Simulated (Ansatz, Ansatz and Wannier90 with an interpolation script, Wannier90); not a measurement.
## PbIF (P4/nmm): what limits a Wannier interpolation of GW

Wanted: errors and cost of interpolated bands of PbIF (P4/nmm) under coarser or faulty settings.

Method: maximally localised Wannier functions from the overlaps of LDA states (plane waves, PAW), in Wannier90 4.0.3.

### 1. The starting structure

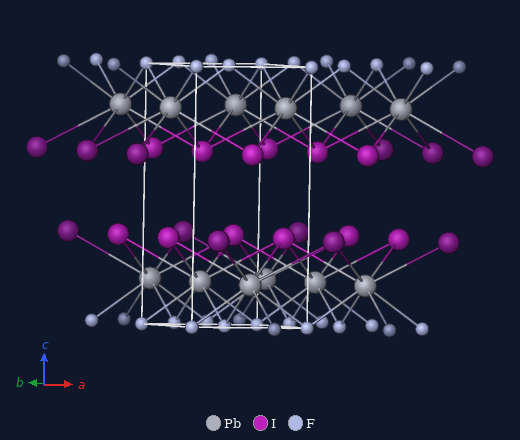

The cell as given, slightly off an axis (lead light grey, iodine pink, fluorine light blue). 2×2×1 cells are drawn. Some periodic images of atoms are drawn too.

The cell and positions come from the Crystallography Open Database and are kept as given unless a step says otherwise. Spin-orbit coupling is left out unless a step names it.

### 2. Wannier model on 8×8×4, by Wannier90

Localised functions give a small Hamiltonian that interpolates between mesh points at no cost.

The input, w.win:

```
num_iter = 1200
conv_tol = 1.0e-8
conv_window = 5
dis_num_iter = 4000
dis_conv_tol = 1.0e-8
dis_mix_ratio = 0.7
write_hr = true
use_ws_distance = false
num_print_cycles = 50
! ansatz wannier90 interface
! projections by site (counted from 0) and shell: 4 2P, 5 2P, 2 5P, 3 5P, 0 6P, 1 6P
! states of the run's bands (counted from 1): 1-46
num_bands = 46
num_wann  = 18
dis_win_min = 1.39
dis_win_max = 13.76
dis_froz_min = 1.39
dis_froz_max = 10.76
guiding_centres = true

begin unit_cell_cart
Ang
                   4.2374                      0.0                      0.0
                      0.0                   4.2374                      0.0
                      0.0                      0.0                      8.8
end unit_cell_cart

begin atoms_frac
Pb                       0.5                      0.0                  0.16392
Pb                       0.0                      0.5                  0.83608
I                        0.5                      0.0                  0.66297
I                        0.0                      0.5                  0.33703
F                        0.0                      0.0                      0.0
F                        0.5                      0.5                      0.0
end atoms_frac

mp_grid = 8 8 4

[... the mesh's points ...]
```

The run is started by

```sh
$ OMP_NUM_THREADS=1 mpirun -n 4 wannier90.x w > wannier90.x.log
```

Numbers of over 12 decimals in the logs are rounded to 6 here.

The log of the run:

```text
TEM
                                    ------

                              Lattice Vectors (Ang)
                    a_1     4.237400   0.000000   0.000000
                    a_2     0.000000   4.237400   0.000000
                    a_3     0.000000   0.000000   8.800000

                   Unit Cell Volume:     158.00892  (Ang^3)

                        Reciprocal-Space Vectors (Ang^-1)
                    b_1     1.482793   0.000000   0.000000
                    b_2     0.000000   1.482793   0.000000
                    b_3     0.000000   0.000000   0.713998

 *----------------------------------------------------------------------------*
 |   Site       Fractional Coordinate          Cartesian Coordinate (Ang)     |
 +----------------------------------------------------------------------------+
 | pb   1   0.50000   0.00000   0.16392   |    2.11870   0.00000   1.44250    |
 | pb   2   0.00000   0.50000   0.83608   |    0.00000   2.11870   7.35750    |
 | i    1   0.50000   0.00000   0.66297   |    2.11870   0.00000   5.83414    |
 | i    2   0.00000   0.50000   0.33703   |    0.00000   2.11870   2.96586    |
 | f    1   0.00000   0.00000   0.00000   |    0.00000   0.00000   0.00000    |
 | f    2   0.50000   0.50000   0.00000   |    2.11870   2.11870   0.00000    |
 *----------------------------------------------------------------------------*
                                ------------
                                K-POINT GRID
                                ------------

             Grid size =  8 x  8 x  4      Total points =  256

 *---------------------------------- MAIN ------------------------------------*
 |  Number of Wannier Functions               :                18             |
 |  Number of Objective Wannier Functions     :                18             |
 |  Number of input Bloch states              :                46             |
 |  Output verbosity (1=low, 5=high)          :                 1             |
 |  Timing Level (1=low, 5=high)              :                 1             |
 |  Optimisation (0=memory, 3=speed)          :                 3             |
 |  Length Unit                               :               Ang             |
 |  Post-processing setup (write *.nnkp)      :                 F             |
 |  Using Gamma-only branch of algorithms     :                 F             |
 *----------------------------------------------------------------------------*
 *------------------------------- WANNIERISE ---------------------------------*
 |  Total number of iterations                :              1200             |
 |  Number of CG steps before reset           :                 5             |
 |  Trial step length for line search         :             2.000             |
 |  Convergence tolerence                     :         0.100E-07             |
[...]
Final Omega_I    40.83890201 (Ang^2)

 +----------------------------------------------------------------------------+

 Writing checkpoint file w.chk... done

 *------------------------------- WANNIERISE ---------------------------------*
 +--------------------------------------------------------------------+<-- CONV
 | Iter  Delta Spread     RMS Gradient      Spread (Ang^2)      Time  |<-- CONV
 +--------------------------------------------------------------------+<-- CONV

 ------------------------------------------------------------------------------
 Initial State
  WF centre and spread    1  (  0.000000, -0.000000,  0.000000 )     1.10051978
  WF centre and spread    2  (  0.000000, -0.000000,  0.102154 )     1.19282650
  WF centre and spread    3  ( -0.000000,  0.000000, -0.102154 )     1.19282650
[...]
Sum of centres and spreads ( 19.068300, 19.068300, 52.800000 )    43.21657202

      0     0.432E+02     0.0000000000       43.2165720177       0.28  <-- CONV
        O_D=      0.0951691 O_OD=      2.2825009 O_TOT=     43.2165720 <-- SPRD
 ------------------------------------------------------------------------------
 Cycle:      1
[...]
Sum of centres and spreads ( 19.068300, 19.068300, 52.800000 )    42.94716727

      1    -0.269E+00     0.4499046222       42.9471672736       0.31  <-- CONV
        O_D=      0.0964641 O_OD=      2.0118011 O_TOT=     42.9471673 <-- SPRD
 Delta: O_D=  0.1295019E-02 O_OD= -0.2706998E+00 O_TOT= -0.2694047E+00 <-- DLTA
 ------------------------------------------------------------------------------

             <<<     Delta < 1.000E-08  over  5 iterations     >>>
             <<< Wannierisation convergence criteria satisfied >>>

 Final State
[...]
WF centre and spread   17  (  0.000000,  2.118700,  7.132261 )     3.64612137
  WF centre and spread   18  ( -0.000000,  2.118700,  7.132261 )     3.64612137
  Sum of centres and spreads ( 19.068300, 19.068300, 52.800000 )    42.70214123

         Spreads (Ang^2)       Omega I      =    40.838902008
        ================       Omega D      =     0.087958637
                               Omega OD     =     1.775280582
    Final Spread (Ang^2)       Omega Total  =    42.702141228
 ------------------------------------------------------------------------------

 Writing checkpoint file w.chk... done

 *---------------------------------------------------------------------------*
 |                               PLOTTING                                    |
 *---------------------------------------------------------------------------*

 *===========================================================================*
 |                             TIMING INFORMATION                            |
 *===========================================================================*
 |    Tag                                                Ncalls      Time (s)|
 |---------------------------------------------------------------------------|
 |kmesh: get                                        :         1         0.072|
 |overlap: read                                     :         1         2.618|
 |dis: main                                         :         1         0.311|
 |wann: main                                        :         1         1.003|
 |plot: main                                        :         1         0.258|
 *---------------------------------------------------------------------------*
 All done: wannier90 exiting
```

The job ended after 5.5 s (4 MPI ranks of Arm Neoverse V1, shared host).

This step gave:

- gauge-invariant spread: 40.84 Å²
- diagonal spread: 0.08796 Å²
- off-diagonal spread: 1.775 Å²
- total spread: 42.70 Å²
- disentanglement steps: 23
- r.m.s. interpolation error: 5.71e-4 eV
- r.m.s. error near the gap: 7.65e-4 eV

Near the gap the model misses directly solved bands by 0.8 meV r.m.s. and by 7 meV at most in the window tested. This tests the starting bands, not the corrections carried with them.

### 3. Wannier model on 8×8×4, by the program's own minimiser

This step: maximally localised Wannier functions, LDA, plane waves, PAW.

The input, input.yaml:

```yaml
crystal:
  lattice:
    - [4.2374, 0.0, 0.0]
    - [0.0, 4.2374, 0.0]
    - [0.0, 0.0, 8.8]
  atoms:
    - { symbol: Pb, position: [0.5, 0.0, 0.16392] }
    - { symbol: Pb, position: [0.0, 0.5, 0.83608] }
    - { symbol: I, position: [0.5, 0.0, 0.66297] }
    - { symbol: I, position: [0.0, 0.5, 0.33703] }
    - { symbol: F, position: [0.0, 0.0, 0.0] }
    - { symbol: F, position: [0.5, 0.5, 0.0] }
kpoints:
  mp_grid: { grid: [4, 4, 2] }
hamiltonian:
  xc: lda
scf:
  occupations: { method: fixed }
  n_extra_bands: 84
output:
  wannier:
    kmesh: [8, 8, 4]
    projections:
      - { species: F, l: p, shell: 2 }
      - { species: I, l: p, shell: 5 }
      - { species: Pb, l: p, shell: 6 }
    minimise: true
    write_hr: true
    seedname: w
    conv_tol: 1.0e-06
    max_iter: 20000
    stability_check: false
    disentanglement:
      window: [1.39, 13.76]
      frozen_window: [1.39, 10.76]
      conv_tol: 1.0e-08
```

The run is started by

```sh
$ ansatz run input.yaml --threads 4 --pin off --max-ram 18432MiB --backend cpu --events-out ev --progress --plain --runs-dir out
```

The log of the run:

```text
scf.n_extra_bands = 84 over 38 filled bands (N_el = 76.0): the run solves 122 bands
Engine: ansatz 0.2.0, aarch64-unknown-linux-gnu
Pseudopotentials: kind: paw
Pseudopotential: Pb, paw, valence charge 14, recommended cutoff 420 eV (normal), Pb.paw.azcp
Pseudopotential: I, paw, valence charge 17, recommended cutoff 420 eV (normal), I.paw.azcp
Pseudopotential: F, paw, valence charge 7, recommended cutoff 420 eV (normal), F.paw.azcp
Functional definition: SPW92
  exchange = slater_x
  correlation = pw_c
Crystal: 6 atoms, lattice volume = 158.009 Å³
Basis set: ecut = 420 eV, 3053 PW (Γ)
Bands: 122, of which v1, the nominal top of the filled ones, is band 38 counted from 1 (37 counted from 0)
Symmetry: 16 space group operations
Space group: P4/nmm (ITA 129), of the structure as read, at distance tolerance 5.4e-5 Å
k-points: 12 of 32
Non-local potential: Pb, projectors of the file, l = 0: 2, l = 1: 2, l = 2: 2, l = 3: 2
Non-local potential: I, projectors of the file, l = 0: 2, l = 1: 2, l = 2: 2, l = 3: 2
Non-local potential: F, projectors of the file, l = 0: 2, l = 1: 2, l = 2: 1
PAW form: soft (Blöchl's): semilocal exchange-correlation on the pseudo side does not see the compensation charge
PAW frozen core: Pb, regenerated for the run's functional, and the local potential with it (the file was generated under x = pbe(κ = 0.804, μ = 0.219515), c = pbe(β = 0.066725))
PAW frozen core: I, regenerated for the run's functional, and the local potential with it (the file was generated under x = pbe(κ = 0.804, μ = 0.219515), c = pbe(β = 0.066725))
[...]
SCF 1 converged in 7 iterations: F = -39507.105492 eV  dr2 = 9.31e-8
[...]
NSCF: frozen V_eff on 49 k-points
the Wannier pass solved 49 of the 256 points of its mesh, and has the states at the others by symmetry: states obtained by the crystal's operations at points that were solved too leave a residual of 6.35e-13 eV (read by the count's bands and the next), within 6.67e-6 eV
SCF converged after 7 iterations
Free energy (F): -39507.105492 eV
Harris-Foulkes:  -39507.105492 eV  (|F-HF|=2.04e-8)
Internal energy: -39507.105492 eV  (E = F + TS)
E sigma→0 (E₀):  -39507.105492 eV
Fermi energy:    6.598840 eV
--- Per-component energies (eV) ---
  E_band       = -922.202637
  E_kinetic    = 1360.195342
  E_local      = -7353.872001  (includes V_loc(G=0)·N_el)
  E_nonlocal   = 688.026836
  E_hartree    = 3371.702507
  E_xc         = -849.432192
  E_vxc        = -726.600003  (∫ρ·V_xc dr)
  E_paw        = -29892.189934  (= ΣΔE_a)
  E_vpaw       = -1633.368487  (= ΣTr[D̂ρ^β])
  E_aug_tail   = 0.004281  (compensation charges beyond the density's cutoff)
  E_ewald      = -6833.173836
  E_core_change = 1.633506  (= ΣΔE_core)
  E_smearing   = -0.000000  (= −TS)
  E_closure    = 0.000000  (closes the sum)
  Σ components = -39507.105492   (vs F -39507.105492, Δ=0.00e0)
--- Band table (eV; the first three rows and the last of 12) ---
  k-point 0: bands = [... 34 lower, 5.4592, 5.7663, 5.7663, 6.2836, 8.5880, 9.8312, 11.5739, 11.5739, ... 80 higher]
  k-point 1: bands = [... 34 lower, 5.3074, 5.9419, 5.9419, 6.5988, 8.1597, 9.7060, 11.3519, 11.3519, ... 80 higher]
  k-point 2: bands = [... 34 lower, 5.7081, 5.9815, 5.9869, 6.2601, 9.6684, 10.2441, 10.2688, 10.9605, ... 80 higher]
  k-point 11: bands = [... 34 lower, 4.1406, 4.1406, 5.5765, 5.5765, 10.1569, 10.1569, 10.1759, 10.1759, ... 80 higher]
Wannier search: line search 1 of at most 20000: gauge-dependent spread (as the search counts it) 2.1082584 Å², largest recent change 2.7e-1 Å² against conv_tol 1.0e-6 Å², 0 stops escaped
```

Wall time 49 s (4 threads); peak memory 2.1 GiB; 3.1 min of CPU time.

The column dr2 measures how far the density is from self-consistency, as an energy; F and HF (Harris–Foulkes) agree once it is small.

Numbers from this step:

* gauge-invariant spread: 40.84 Å²
* diagonal spread: 0.08796 Å²
* off-diagonal spread: 1.775 Å²
* total spread: 42.70 Å²
* least projectability: 0.5049
* localisation steps: 34
* disentanglement steps: 19
* r.m.s. interpolation error: 5.72e-4 eV
* r.m.s. error near the gap: 7.65e-4 eV

Near the gap the model misses directly solved bands by 0.8 meV r.m.s. and by 7 meV at most in the window tested. This tests the starting bands, not the corrections carried with them.

Frozen up to 4.16 eV; above it the model need not follow the bands. Electronic bands along the path, in eV, zero at the valence-band top; v1 is the highest filled band, c1 the lowest empty one:

| point | v4 | v3 | v2 | v1 | c1 | c2 | c3 | c4 |
| --- | --- | --- | --- | --- | --- | --- | --- | --- |
| Γ | -1.14 | -0.83 | -0.83 | -0.32 | 1.99 | 3.23 | 4.98 | 4.98 |
| X | -0.63 | -0.63 | -0.47 | -0.47 | 3.32 | 3.32 | 3.95 | 3.95 |
| M | -1.83 | -1.83 | -0.91 | -0.91 | 2.76 | 2.76 | 3.70 | 3.70 |
| Γ | -1.14 | -0.83 | -0.83 | -0.32 | 1.99 | 3.23 | 4.98 | 4.98 |
| Z | -1.29 | -0.66 | -0.66 | 0.00 | 1.56 | 3.11 | 4.75 | 4.75 |
| R | -0.73 | -0.73 | -0.48 | -0.48 | 3.29 | 3.29 | 3.96 | 3.96 |
| A | -2.46 | -2.46 | -1.02 | -1.02 | 3.56 | 3.56 | 3.58 | 3.58 |
| Z | -1.29 | -0.66 | -0.66 | 0.00 | 1.56 | 3.11 | 4.75 | 4.75 |
| jump to X | -0.63 | -0.63 | -0.47 | -0.47 | 3.32 | 3.32 | 3.95 | 3.95 |
| R | -0.73 | -0.73 | -0.48 | -0.48 | 3.29 | 3.29 | 3.96 | 3.96 |
| jump to M | -1.83 | -1.83 | -0.91 | -0.91 | 2.76 | 2.76 | 3.70 | 3.70 |
| A | -2.46 | -2.46 | -1.02 | -1.02 | 3.56 | 3.56 | 3.58 | 3.58 |

The same for Kohn-Sham, solved directly:

| point | v4 | v3 | v2 | v1 | c1 | c2 | c3 | c4 |
| --- | --- | --- | --- | --- | --- | --- | --- | --- |
| Γ | -1.14 | -0.83 | -0.83 | -0.32 | 1.99 | 3.23 | 4.98 | 4.98 |
| X | -0.63 | -0.63 | -0.47 | -0.47 | 3.32 | 3.32 | 3.95 | 3.95 |
| M | -1.83 | -1.83 | -0.91 | -0.91 | 2.76 | 2.76 | 3.70 | 3.70 |
| Γ | -1.14 | -0.83 | -0.83 | -0.32 | 1.99 | 3.23 | 4.98 | 4.98 |
| Z | -1.29 | -0.66 | -0.66 | 0.00 | 1.56 | 3.11 | 4.75 | 4.75 |
| R | -0.74 | -0.74 | -0.48 | -0.48 | 3.29 | 3.29 | 3.96 | 3.96 |
| A | -2.46 | -2.46 | -1.02 | -1.02 | 3.56 | 3.56 | 3.58 | 3.58 |
| Z | -1.29 | -0.66 | -0.66 | 0.00 | 1.56 | 3.11 | 4.75 | 4.75 |
| X | -0.63 | -0.63 | -0.47 | -0.47 | 3.32 | 3.32 | 3.95 | 3.95 |
| R | -0.74 | -0.74 | -0.48 | -0.48 | 3.29 | 3.29 | 3.96 | 3.96 |
| M | -1.83 | -1.83 | -0.91 | -0.91 | 2.76 | 2.76 | 3.70 | 3.70 |
| A | -2.46 | -2.46 | -1.02 | -1.02 | 3.56 | 3.56 | 3.58 | 3.58 |

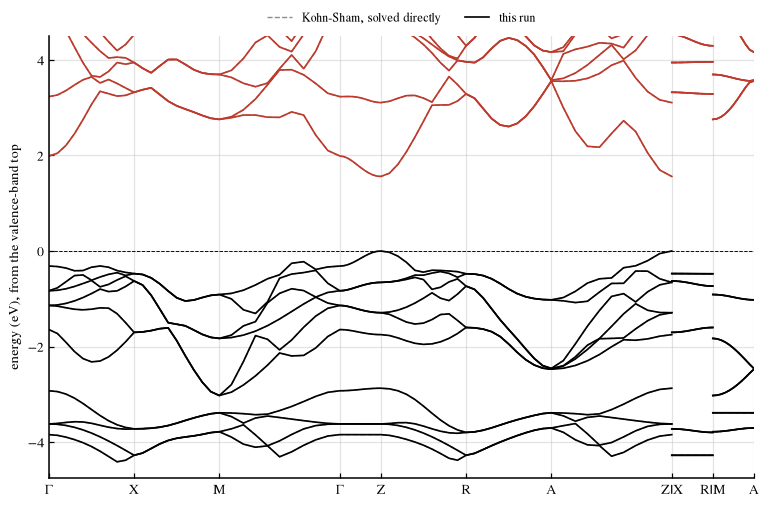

Electronic bands along the path; lines of filled and empty bands in two colours; dashed: Kohn-Sham, solved directly.

[end of part 1 of 2]

[Paths, hosts, dates, memory and timing lines, banners, echoed tables and standing remarks are left out of the program output.]

[Logs are printed without paths, hosts, clocks, repeated set-up lines and the standing remarks that a program may print on its own settings, such as how far it seeks lower states.]

[Runs of the session that timed out or met a known fault of the program may be left out.]

[Hosts, paths, dates, database ids (printed as entryN), source tags and the programs' standing remarks are cut or masked in the printed files.]
